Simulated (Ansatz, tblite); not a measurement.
# Ge26H34 off sphere (AlGe₂₅H₃₄−): charged states by level of theory

What does removing an electron cost or gain for Ge26H34 off sphere (AlGe₂₅H₃₄−)? Each charged state is run at several levels.

The runs use Ansatz 0.2.0, Gaussian basis; as each input shows.

Plan: charge 0 doublet, at the geometry of the singlet (PBE0-D4/def2-SVP, PBE-D4/def2-SVP, B97M-V/def2-SVP); the starting singlet's energies come from earlier runs.

1 further run of the same task is left out (set aside as unsound or not needed).

## 1. The geometry

The singlet was relaxed beforehand with r2SCAN-D4/def2-SVP.

60 atoms, charge -1, spin multiplicity 1.

Atoms are counted from 1 here; the program's logs count them from 0.

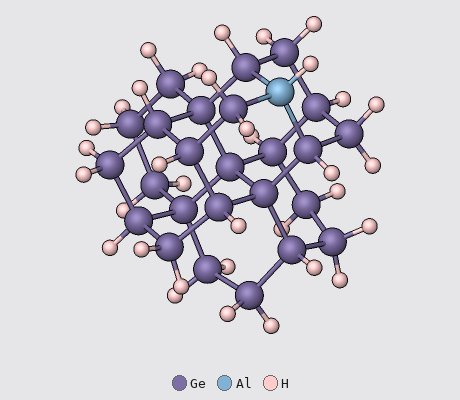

The geometry (germanium purple, aluminium light blue, hydrogen pink).

The ion is computed in the gas phase, without counter-ions or solvent.

## 2. Charge 0 doublet at the fixed geometry, PBE0-D4/def2-SVP

The input, in.yaml:

```yaml
crystal:
  periodic: [false, false, false]
  atoms:
    - {symbol: Ge, position_ang: [-4.121110, -1.251525, 2.236440]}
    - {symbol: Ge, position_ang: [-4.097432, 1.816991, -0.892468]}
    - {symbol: Ge, position_ang: [-1.520965, -3.993501, 2.053721]}
    - {symbol: Ge, position_ang: [1.566117, -3.909537, -1.010050]}
    - {symbol: Al, position_ang: [-1.447724, 1.733400, -3.938392]}
    - {symbol: Ge, position_ang: [1.395108, -1.142622, -3.733906]}
    - {symbol: Ge, position_ang: [-1.450571, -1.100211, -0.875223]}
    - {symbol: Ge, position_ang: [-1.330745, 1.710318, 1.933783]}
    - {symbol: Ge, position_ang: [1.464197, -1.190422, 1.874049]}
    - {symbol: Ge, position_ang: [1.407414, 1.683634, -0.910870]}
    - {symbol: Ge, position_ang: [-1.179832, 4.535269, -0.876706]}
    - {symbol: Ge, position_ang: [4.299788, -1.127537, -1.001245]}
    - {symbol: Ge, position_ang: [4.019694, 1.940216, 2.301388]}
    - {symbol: Ge, position_ang: [-2.796443, -2.499194, 0.614545]}
    - {symbol: Ge, position_ang: [-2.797490, 0.338843, -2.342455]}
    - {symbol: Ge, position_ang: [-2.852103, 0.479313, 3.380948]}
    - {symbol: Ge, position_ang: [-2.650369, 3.183746, 0.510301]}
    - {symbol: Ge, position_ang: [0.007148, -2.506624, -2.252870]}
    - {symbol: Ge, position_ang: [0.233740, -2.795357, 3.237905]}
    - {symbol: Ge, position_ang: [2.930950, -2.516307, 0.447312]}
    - {symbol: Ge, position_ang: [0.048170, 0.221134, -5.245075]}
    - {symbol: Ge, position_ang: [0.032292, 3.067845, -2.402646]}
    - {symbol: Ge, position_ang: [2.806145, 0.264048, -2.319293]}
    - {symbol: Ge, position_ang: [0.026153, 0.253128, 0.521497]}
    - {symbol: Ge, position_ang: [2.753610, 0.188200, 3.410782]}
    - {symbol: Ge, position_ang: [2.769735, 3.078666, 0.553038]}
    - {symbol: H, position_ang: [-4.615795, -2.256980, 3.306033]}
    - {symbol: H, position_ang: [-5.379361, -0.635178, 1.597963]}
    - {symbol: H, position_ang: [-4.911625, 2.791356, -1.782867]}
    - {symbol: H, position_ang: [-5.137226, 1.111188, 0.012468]}
    - {symbol: H, position_ang: [-2.478285, -4.601104, 3.108146]}
    - {symbol: H, position_ang: [-0.909547, -5.177667, 1.281179]}
    - {symbol: H, position_ang: [2.505234, -4.605943, -2.025569]}
    - {symbol: H, position_ang: [0.892234, -5.035028, -0.196438]}
    - {symbol: H, position_ang: [-2.392325, 2.691360, -4.824671]}
    - {symbol: H, position_ang: [2.351570, -2.146113, -4.438467]}
    - {symbol: H, position_ang: [-0.398099, 2.545110, 2.849624]}
    - {symbol: H, position_ang: [-2.070622, 5.538540, -1.651779]}
    - {symbol: H, position_ang: [-0.276125, 5.387520, 0.047861]}
    - {symbol: H, position_ang: [5.134647, -2.055979, -1.915001]}
    - {symbol: H, position_ang: [5.304082, -0.297743, -0.172173]}
    - {symbol: H, position_ang: [5.302746, 1.313419, 1.719825]}
    - {symbol: H, position_ang: [4.481585, 2.962277, 3.368564]}
    - {symbol: H, position_ang: [-3.775221, -3.369884, -0.214010]}
    - {symbol: H, position_ang: [-3.851811, -0.650586, -2.919700]}
    - {symbol: H, position_ang: [-3.852270, 1.473436, 4.017831]}
    - {symbol: H, position_ang: [-2.087545, -0.176773, 4.550867]}
    - {symbol: H, position_ang: [-3.512985, 4.070761, 1.447203]}
    - {symbol: H, position_ang: [-0.879953, -3.443456, -3.114650]}
    - {symbol: H, position_ang: [1.245358, -3.809511, 3.823495]}
    - {symbol: H, position_ang: [-0.404004, -2.072248, 4.443736]}
    - {symbol: H, position_ang: [3.817159, -3.406751, 1.356326]}
    - {symbol: H, position_ang: [-0.623671, -0.833725, -6.167815]}
    - {symbol: H, position_ang: [1.109177, 0.896024, -6.158682]}
    - {symbol: H, position_ang: [1.104380, 3.992488, -3.052365]}
    - {symbol: H, position_ang: [3.669447, 1.187150, -3.218334]}
    - {symbol: H, position_ang: [1.777147, 0.842048, 4.413726]}
    - {symbol: H, position_ang: [3.715078, -0.692467, 4.243730]}
    - {symbol: H, position_ang: [1.855608, 4.096029, 1.270143]}
    - {symbol: H, position_ang: [3.775570, 3.906555, -0.280732]}
basis:
  gaussian: {orbitals: def2-SVP, fitting: {mean_field: def2-universal-jkfit}}
magnetization: {spin_polarized: true, initial_magnetization: 1}
hamiltonian: {xc: pbe0, dispersion: d4}
scf: {omitted_lower_state_checks: [starts]}
output: {orbitals: {seedname: orbitals}}
```

Launch:

```sh
$ ansatz run in.yaml --threads 11 --pin off --events-out ev --progress --plain --max-ram 110592MiB --backend cuda --devices 0, --max-vram 75GiB
```

Standard output:

```text
Functional definition: PBE0
  name "PBE0"
  cite "Adamo & Barone, J. Chem. Phys. 110, 6158 (1999) doi:10.1063/1.478522"
  cite "Perdew, Burke & Ernzerhof, Phys. Rev. Lett. 77, 3865 (1996) doi:10.1103/PhysRevLett.77.3865"
  parent pbe
  parameter a = 0.25
  parameter kappa = 0.804
  parameter beta = 0.06672455060314922
  exchange = (1 - a)*pbe_x(kappa = kappa, mu = beta*pi^2/3) + a*exact_x
  correlation = pbe_c(beta = beta)
these checks for a lower state are left out or cut short: starts
7390 factors; integrals over basis functions are off by at most 3.5e-1 eV
mean field evaluation 1: about -1419758.1704 eV, gradient 4.2e1 eV
mean field evaluation 2: about -1419755.1224 eV, gradient 4.7e1 eV
mean field evaluation 4: about -1419762.1956 eV, gradient 3.7e0 eV
mean field evaluation 8: about -1419762.2355 eV, gradient 7.8e-1 eV
mean field evaluation 16: about -1419762.2510 eV, gradient 8.7e-2 eV
mean field evaluation 32: about -1419762.2525 eV, gradient 3.6e-4 eV
mean field -1419762.25252648 eV, -52175.3004309292 hartree, gradient 9.6e-6 eV, S^2 0.754241; 0 other end points of the search recorded, 0 dependent functions left out
reference -1419762.25260756 eV, -52175.3004339088 hartree; 424, 423 occupied and 564, 565 virtual orbitals, 7390 factors
Total energy: -1419766.49738115 eV, -52175.4564264612 hartree
Checks for a lower state left out: starts
```

Run time: 45 s. Hardware: 1 × H100 with 11 threads of AMD EPYC 7R13, shared host; peak host memory 2 GiB.

Report: HOMO -6.75 eV, LUMO -5.78 eV (over both spins); ⟨S²⟩ 0.754 (pure: 0.75).

## 3. Charge 0 doublet at the fixed geometry, PBE-D4/def2-SVP

start.molden holds the orbitals of an earlier run on this state, given as this run's starting guess.

in.yaml, as its differences from that of step 2:

```diff
@@ -64,5 +64,5 @@
 basis:
-  gaussian: {orbitals: def2-SVP, fitting: {mean_field: def2-universal-jkfit}}
+  gaussian: {orbitals: def2-SVP, fitting: {mean_field: def2-universal-jkfit}, initial_orbitals: start.molden}
 magnetization: {spin_polarized: true, initial_magnetization: 1}
-hamiltonian: {xc: pbe0, dispersion: d4}
+hamiltonian: {xc: pbe, dispersion: d4}
 scf: {omitted_lower_state_checks: [starts]}
```

Same command.

Standard output:

```text
Functional definition: PBE
  name "PBE"
  cite "Perdew, Burke & Ernzerhof, Phys. Rev. Lett. 77, 3865 (1996) doi:10.1103/PhysRevLett.77.3865"
  parent pbe
  parameter kappa = 0.804
  parameter beta = 0.06672455060314922
  exchange = pbe_x(kappa = kappa, mu = beta*pi^2/3)
  correlation = pbe_c(beta = beta)
these checks for a lower state are left out or cut short: starts
7390 factors; integrals over basis functions are off by at most 3.5e-1 eV
mean field evaluation 1: about -1419722.0953 eV, gradient 1.7e1 eV
mean field evaluation 2: about -1419723.1397 eV, gradient 9.6e-1 eV
mean field evaluation 4: about -1419723.1086 eV, gradient 1.2e-1 eV
mean field evaluation 8: about -1419723.1098 eV, gradient 1.7e-5 eV
mean field evaluation 16: about -1419723.1098 eV, gradient 2.3e-6 eV
mean field -1419723.10978611 eV, -52173.8619617524 hartree, gradient 2.3e-6 eV, S^2 0.750899; 0 other end points of the search recorded, 0 dependent functions left out
reference -1419723.10989430 eV, -52173.8619657284 hartree; 424, 423 occupied and 564, 565 virtual orbitals, 7390 factors
Total energy: -1419727.71726445 eV, -52174.0312834586 hartree
Checks for a lower state left out: starts
```

It took 15 s on 1 × H100 with 11 threads of AMD EPYC 7R13, shared host; peak host memory 1.9 GiB.

Report: HOMO -5.86 eV, LUMO -5.81 eV (over both spins); ⟨S²⟩ 0.751 (pure: 0.75).

## 4. Charge 0 doublet at the fixed geometry, B97M-V/def2-SVP

in.yaml, as its differences from that of step 3:

```diff
@@ -66,3 +66,3 @@
 magnetization: {spin_polarized: true, initial_magnetization: 1}
-hamiltonian: {xc: pbe, dispersion: d4}
+hamiltonian: {xc: {name: B97M-V}}
 scf: {omitted_lower_state_checks: [starts]}
```

Launched as before.

Standard output, shortened:

```text
Functional definition: B97M-V
  name "B97M-V"
  cite "Mardirossian & Head-Gordon, J. Chem. Phys. 142, 074111 (2015) doi:10.1063/1.4907719"
  cite "Becke, J. Chem. Phys. 107, 8554 (1997) doi:10.1063/1.475007"
  cite "Vydrov & Van Voorhis, J. Chem. Phys. 133, 244103 (2010) doi:10.1063/1.3521275"
  # Of w^i u^j: cxij and so on, Table III.
[...]
  gx(w, u) = cx00 + cx01*u + cx02*u^2 + (cx10 + cx11*u)*w
  gss(w, u) = css00 + css02*u^2 + css10*w + (css32*w^3 + css42*w^4)*u^2
  gos(w, u) = cos00 + cos01*u + cos03*u^3 + cos10*w + cos32*w^3*u^2
[...]
      + integral(e_c_pw_mod_opposite_spin*gos(b97_w_opposite, b97_u_opposite)) + vv10(b, c)
[...]
7390 factors; integrals over basis functions are off by at most 3.5e-1 eV
[...]
mean field -1419678.79915128 eV, -52172.2335759575 hartree, gradient 4.1e-6 eV, S^2 0.751788; 0 other end points of the search recorded, 0 dependent functions left out
reference -1419678.79930677 eV, -52172.2335816714 hartree; 424, 423 occupied and 564, 565 virtual orbitals, 7390 factors
Total energy: -1419678.79930677 eV, -52172.2335816714 hartree
Checks for a lower state left out: starts
```

It took 24 s on 1 × H100 with 11 threads of AMD EPYC 7R13, shared host; peak host memory 3.3 GiB.

Report: HOMO -6.23 eV, LUMO -6.13 eV (over both spins); ⟨S²⟩ 0.752 (pure: 0.75).

## 5. Vertical ionisation energy

Charged state less starting state, singlet to doublet; the starting state's energies are those of its earlier runs.

| level | vertical ionisation energy (eV) | time |
| --- | --- | --- |
| PBE-D4/def2-SVP | +4.51 | 21 s |
| B97M-V/def2-SVP | +4.76 | 37 s |
| PBE0-D4/def2-SVP | +4.92 | 58 s |

Times add the two runs; a level without a time comes out of a correlated run.

Beside −ε(HOMO) of the starting state:

| level | −ε(HOMO) (eV) | by difference (eV) | mismatch (eV) |
| --- | --- | --- | --- |
| PBE-D4/def2-SVP | 3.02 | 4.51 | -1.50 |
| B97M-V/def2-SVP | 3.32 | 4.76 | -1.44 |
| PBE0-D4/def2-SVP | 3.92 | 4.92 | -1.01 |

## 6. What came out

| quantity | value |
| --- | --- |
| vertical ionisation energy, functionals in def2-SVP | 4.51 (PBE-D4) to 4.92 eV (PBE0-D4) |

What this shows: The vertical ionisation energy spans 4.51 to 4.92 eV over the functionals. −ε(HOMO) misses the level's own difference by -1.01 eV at best (PBE0-D4) and -1.50 eV at worst (PBE-D4).
